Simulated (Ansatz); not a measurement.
SnTe (rock salt)

```
SnTe
1.0
    0.00000     3.18510     3.18510
    3.18510     0.00000     3.18510
    3.18510     3.18510     0.00000
Te Sn
1 1
Cartesian
  0.00000   0.00000   0.00000
  3.18510   3.18510   3.18510
```

The volume is varied about the relaxed value V₀ at fixed cell shape. Symmetry pins the atoms to their sites.

All values below come from r2SCAN (plane waves to 500 eV, PAW, scalar-relativistic; Ansatz, a quantum-chemistry and plane-wave program). k mesh 9×9×9 (Γ-centred), Fermi-Dirac smearing 0.05 eV. Energies are smeared free energies. SnTe was relaxed with its symmetry unable to fall. Spin-orbit coupling is left out, though Te is heavy. ΔE is measured from the relaxed starting cell.

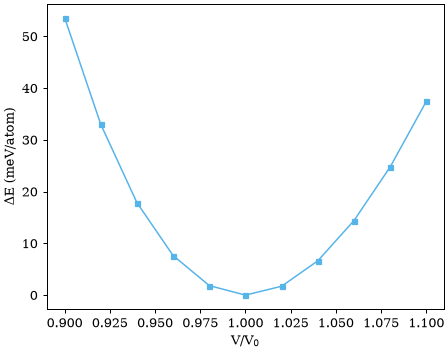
*ΔE (meV/atom) against V/V₀; markers are the computed points, lines only join them.*

What is ΔE at V/V₀ = 0.900?

About 54 meV/atom.

What is ΔE at V/V₀ = 1.100?

About 37 meV/atom.

What bulk modulus B₀ follows from a third-order Birch-Murnaghan fit?

About 44 GPa.

(A scan under strain: stresses follow from slopes of the energy per volume, elastic moduli from its curvatures.)
